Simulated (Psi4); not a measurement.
**B2H5Cl (diborane mono Cl) at MP2/aug-cc-pVDZ**

Aim: the energy change on altering one bond length of B2H5Cl (diborane mono Cl) at MP2/aug-cc-pVDZ, from 2 runs. 

The calculation is run with Psi4 1.11.

2 further runs of the same task are left out: 2 set aside as unsound or not needed.

## 1. The structure to begin with

The species is B2H5Cl (8 atoms), meant as a singlet with charge 0. Geometry: relaxed at GFN2-xTB.

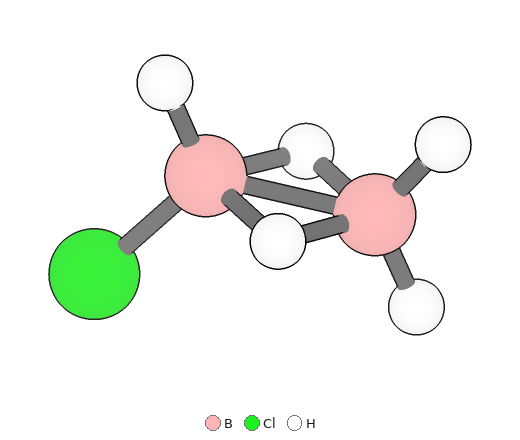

The structure, seen from a chosen angle (boron pink, chlorine green, hydrogen white).

## 2. The energy at MP2/aug-cc-pVDZ

job.inp reads:

```
memory 1600 mb

molecule geom {
  0 1
  B     -1.18213707    -0.19307332     1.13451598
  Cl    -0.37983495    -1.54188424     4.07075353
  H     -3.31100804     0.37943811     0.88299343
  H      0.37611219     1.70222750     0.51642436
  B      1.13491282     0.30182706    -1.37923551
  H      0.45714365     1.20823419    -3.28137713
  H      3.25900278    -0.26356010    -1.14594882
  H     -0.35419137    -1.59320920    -0.79812583
  units bohr
  symmetry c1
  no_reorient
  no_com
}

set puream true
set e_convergence 1e-09
set d_convergence 1e-08
set scf_type pk
set num_frozen_docc 7
set mp2_type conv

energy("mp2/aug-cc-pVDZ")
```

Started as:

```
psi4 -i job.inp -o job.out -n 1
```

job.out:

```text
[...]
  Running in c1 symmetry.
[...]
  Nuclear repulsion =   82.592352396489346
[...]
  Multiplicity = 1
[...]
  Nalpha       = 16
  Nbeta        = 16
[...]
    Number of basis functions: 118
[...]
   @RHF iter   1:  -511.73549224580563   -4.14928e-01   1.94464e-03 DIIS/ADIIS
[...]
   @RHF iter  10:  -511.78722781119251   -2.66596e-11   7.80811e-09 DIIS
[...]
    Orbital Energies [Eh]
    ---------------------
    Doubly Occupied:
       1A   -104.828477     2A    -10.556801     3A     -8.024196
       4A     -8.021716     5A     -8.021466     6A     -7.695374
       7A     -7.633825     8A     -1.113527     9A     -0.887634
      10A     -0.661274    11A     -0.584018    12A     -0.571466
      13A     -0.556625    14A     -0.502288    15A     -0.458291
      16A     -0.447702
[...]
  @RHF Final Energy:  -511.78722781119251
   => Energetics <=
    Nuclear Repulsion Energy =             82.5923523964893462
    One-Electron Energy =                -867.6297987555897180
    Two-Electron Energy =                 273.2502185479078776
    Total Energy =                       -511.7872278111925084
[...]
 Multipole Moments:
 ------------------------------------------------------------------------------------
     Multipole            Electronic (a.u.)      Nuclear  (a.u.)        Total (a.u.)
 ------------------------------------------------------------------------------------
 L = 1.  Multiply by 2.5417464519 to convert [e a0] to [Debye]
 Dipole X            :          6.1766401           -6.2662562           -0.0896161
 Dipole Y            :         24.4433894          -24.2351329            0.2082565
 Dipole Z            :        -64.6248015           64.1531784           -0.4716232
 Magnitude           :                                                    0.5232879
[...]
	SCS-MP2 Total Energy (a.u.)        :  -512.15323905574826
	SOS-MP2 Total Energy (a.u.)        :  -512.12699530801797
	SCSN-MP2 Total Energy (a.u.)       :  -511.92579479920829
[...]
	SOS-PI-MP2 Total Energy (a.u.)     :  -512.18362322415555
[...]
	MP2 Total Energy (a.u.)            :  -512.14909863507125
[...]
```

Run time: 21 s. Hardware: 1 thread of Intel Xeon Platinum 8259CL at 2.50GHz (Skylake/Cascade Lake), shared host; peak memory 0.96 GiB.

## 3. The distorted shape at the same level

b2clh5.json reads:

```json
{
 "schema_name": "qcschema_input",
 "schema_version": 1,
 "molecule": {
  "schema_name": "qcschema_molecule",
  "schema_version": 2,
  "symbols": ["B", "Cl", "H", "H", "B", "H", "H", "H"],
  "geometry": [-0.11773183, -0.47932147, 1.26027347, 0.6845703, -1.82813239, 4.19651103, -3.31100804, 0.37943811, 0.88299343, 1.44051744, 1.41597934, 0.64218185, 2.19931807, 0.0155789, -1.25347802, 1.52154889, 0.92198604, -3.15561964, 4.32340802, -0.54980826, -1.02019133, 0.71021388, -1.87945735, -0.67236833],
  "molecular_charge": 0,
  "molecular_multiplicity": 1,
  "fix_symmetry": "c1",
  "fix_com": true,
  "fix_orientation": true
 },
 "driver": "energy",
 "model": {
  "method": "mp2",
  "basis": "aug-cc-pVDZ"
 },
 "keywords": {
  "puream": true,
  "e_convergence": 1e-09,
  "d_convergence": 1e-08,
  "scf_type": "pk",
  "num_frozen_docc": 7,
  "mp2_type": "conv"
 }
}
```

Started as:

```
psi4 --qcschema b2clh5.json -n 1 --memory 1600MB
```

stdout:

```text
[...]
  Running in c1 symmetry.
[...]
  Nuclear repulsion =   80.974730283582346
[...]
  Multiplicity = 1
[...]
  Nalpha       = 16
  Nbeta        = 16
[...]
    Number of basis functions: 118
[...]
   @RHF iter   1:  -511.65966466792548   -5.03004e-01   1.99635e-03 DIIS/ADIIS
[...]
   @RHF iter  11:  -511.71490719456159   -1.98952e-12   2.35083e-09 DIIS
[...]
    Orbital Energies [Eh]
    ---------------------
    Doubly Occupied:
       1A   -104.842441     2A    -10.570291     3A     -8.037690
       4A     -8.035093     5A     -8.034892     6A     -7.748683
       7A     -7.644437     8A     -1.124865     9A     -0.895303
      10A     -0.644614    11A     -0.595994    12A     -0.568444
      13A     -0.539869    14A     -0.491837    15A     -0.468557
      16A     -0.407552
[...]
  @RHF Final Energy:  -511.71490719456159
   => Energetics <=
    Nuclear Repulsion Energy =             80.9747302835823461
    One-Electron Energy =                -864.0781499088251394
    Two-Electron Energy =                 271.3885124306812600
    Total Energy =                       -511.7149071945615901
[...]
 Multipole Moments:
 ------------------------------------------------------------------------------------
     Multipole            Electronic (a.u.)      Nuclear  (a.u.)        Total (a.u.)
 ------------------------------------------------------------------------------------
 L = 1.  Multiply by 2.5417464519 to convert [e a0] to [Debye]
 Dipole X            :        -26.4324620           26.7303065            0.2978445
 Dipole Y            :         33.2001539          -33.1088256            0.0913283
 Dipole Z            :        -68.4450855           68.0516607           -0.3934247
 Magnitude           :                                                    0.5018319
[...]
	SCS-MP2 Total Energy (a.u.)        :  -512.08768127348890
	SOS-MP2 Total Energy (a.u.)        :  -512.06123554622229
	SCSN-MP2 Total Energy (a.u.)       :  -511.85454063452931
[...]
	SOS-PI-MP2 Total Energy (a.u.)     :  -512.11895693816575
[...]
	MP2 Total Energy (a.u.)            :  -512.08285133607865
[...]
```

The result, in JSON:

```text
{
 "driver": "energy",
 "model": {
  "method": "mp2",
  "basis": "aug-cc-pVDZ"
 },
 "success": true,
 "return_result": -512.0828513360786,
 "properties": {
  "calcinfo_nbasis": 118,
  "calcinfo_nmo": 118,
  "calcinfo_nalpha": 16,
  "calcinfo_nbeta": 16,
  "calcinfo_natom": 8,
  "nuclear_repulsion_energy": 80.97473028358235,
  "return_energy": -512.0828513360786,
  "scf_one_electron_energy": -864.0781499088251,
  "scf_two_electron_energy": 271.38851243068126,
  "scf_dipole_moment": [0.29784445459384656, 0.09132827556086909, -0.39342474956437457],
  "scf_total_energy": -511.7149071945616,
  "scf_iterations": 11,
  "mp2_same_spin_correlation_energy": -0.07933718179984195,
  "mp2_opposite_spin_correlation_energy": -0.2886069597172499,
  "mp2_singles_energy": 0.0,
  "mp2_doubles_energy": -0.36794414151709187,
  "mp2_correlation_energy": -0.36794414151705723,
  "mp2_total_energy": -512.0828513360786
 }
}
```

It took 21 s on 1 thread of Intel Xeon Platinum 8259CL at 2.50GHz (Skylake/Cascade Lake), shared host; peak memory 0.96 GiB.

## 4. Summary of results

At MP2/aug-cc-pVDZ, 7 core orbitals frozen:

| quantity | value |
| --- | --- |
| first shape: total energy | -512.14910 Eh |
| first shape: HOMO energy (Hartree–Fock orbitals) | -12.18 eV |
| first shape: LUMO energy (Hartree–Fock orbitals) | 0.88 eV |
| first shape: HOMO–LUMO gap (Hartree–Fock orbitals) | 13.07 eV |
| first shape: correlation energy (7 core orbitals frozen) | -361.9 mEh |
| distorted shape: total energy | -512.08285 Eh |
| distorted shape: HOMO energy (Hartree–Fock orbitals) | -11.09 eV |
| distorted shape: LUMO energy (Hartree–Fock orbitals) | 0.89 eV |
| distorted shape: HOMO–LUMO gap (Hartree–Fock orbitals) | 11.98 eV |
| distorted shape: correlation energy (7 core orbitals frozen) | -367.9 mEh |
| energy change with the B1–H3 bond stretched from 1.174 to 1.761 Å | 1.803 eV |

What this shows: With the B1–H3 bond stretched from 1.174 to 1.761 Å the energy rises by 1.80 eV (174 kJ/mol). The first shape isn't relaxed at this level, so the change isn't measured from a minimum.
